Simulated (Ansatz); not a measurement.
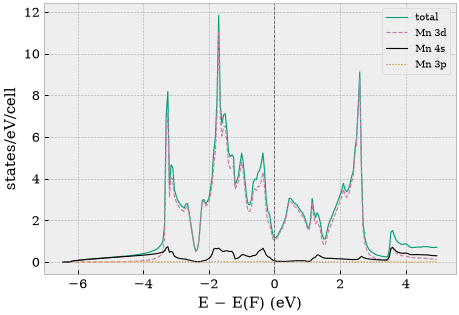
Total and projected density of states of Mn (diamond, Fd-3m), DFT-PBEsol in the program Ansatz with PAW potentials

### Question
Which orbitals carry the states next to the Fermi level?

### Answer
Within 0.5 eV of the Fermi level: Mn 3d 87 %, Mn 4s 8 %. Projections are on Löwdin-orthogonalised atomic valence shells; empty p or d shells of many metals are not among them.

### Question
Where is the tallest occupied peak in this window, and what makes it?

### Answer
Near -1.7 eV, about 12 states/eV per cell; the largest projected share is Mn 3d.

The start of the workflow was typed in or built on a structure type; neither database checked (COD, Materials Project) lists it. It is not the phase usual at ambient conditions (space group No. 217). The cell was relaxed with PBEsol under the symmetry of its start. At this level the phase is mechanically unstable. The workflow began spin-polarised and lost its moments. The volume moved by -30 % from the start of the relaxation.

Potentials: the later of the program's two PAW sets.
